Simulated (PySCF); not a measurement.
# C$_{7}$H$_{9}$ClOSi (SMILES [SiH3]OC1=CCC=C/C1=C\Cl): what the fields show

Input

```
{"job": {"kind": "nmr", "xc": "PBE0", "basis": "pcSseg-1"}, "charge": 0, "multiplicity": 1}
Si     3.085076    -0.092729    -0.097186
O      1.595329     0.118965    -0.704603
C      0.339895    -0.133193    -0.262647
C     -0.018720    -1.313535     0.247530
C     -1.404919    -1.629413     0.698020
C     -2.348558    -0.492013     0.511579
C     -1.978030     0.685900     0.015995
C     -0.617379     0.966429    -0.398597
C     -0.204443     2.153517    -0.872912
Cl    -1.229541     3.514619    -1.055023
H      3.258559     0.754088     1.084068
H      3.348957    -1.482017     0.283266
H      3.862389     0.328849    -1.251293
H      0.719855    -2.095656     0.343625
H     -1.777765    -2.508344     0.156161
H     -1.389618    -1.919695     1.756999
H     -3.373414    -0.665255     0.808091
H     -2.692069     1.487875    -0.095930
H      0.814592     2.330859    -1.174602
```

Launched as:

```sh
OMP_NUM_THREADS=1 python probes_run.py task.json out
```

Geometry: GFN2-xTB.

Theory: PySCF, PBE0/pcSseg-1, SCF density, gas phase, non-relativistic.

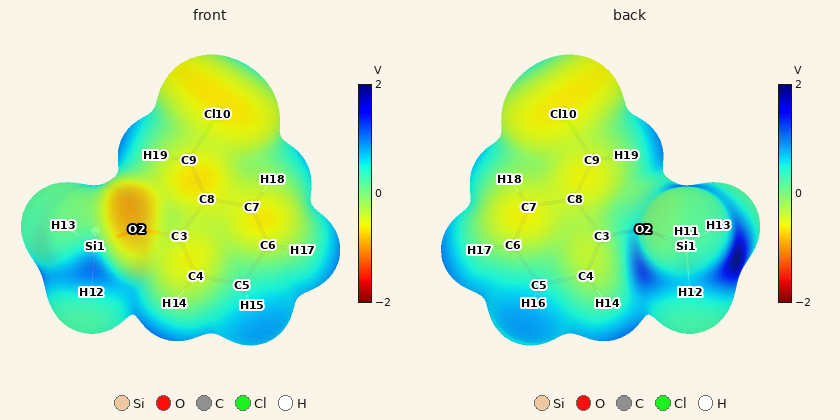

Figure 1. The electrostatic potential painted on the density surface at 0.002 e/bohr³, seen from the front and from behind; red is negative and blue positive.

> Which sites attract a positive test charge, and which a negative one?

A positive charge is drawn to the negative regions and a negative charge to the positive ones. The most negative region (about −0.9 V) lies over O2, the most positive (about +1.8 V) over Si1. Cl10 shows a σ-hole: about +0.3 V at the tip opposite its bond, against about −0.4 V on its flanks.

> How polar is the molecule by this calculation?

Its dipole moment is 2.62 D.

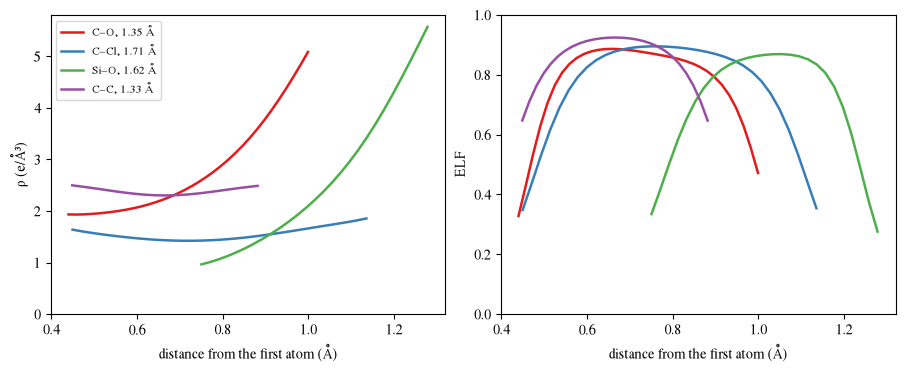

Figure 2. Total electron density and ELF along straight lines between neighbouring atoms. The curves leave out the atomic cores.

> Compare the contacts.

C–O (1.35 Å): the density is about 2.3 e/Å³ at the midpoint, with its minimum of 1.9 e/Å³ about 0.5 Å from C; the ELF peaks at about 0.90 between the atoms; a polar covalent bond.
C–Cl (1.71 Å): ρ at the midpoint is about 1.5 e/Å³; the ELF peaks at about 0.90 between the atoms, as expected for a covalent bond.
Si–O (1.62 Å): ρ is about 1.1 e/Å³ halfway; the ELF peaks at about 0.85 between the atoms; a short, strongly polar bond.
C–C (1.33 Å): ρ at the midpoint is about 2.3 e/Å³; the ELF peaks at about 0.90 between the atoms; a multiple bond.
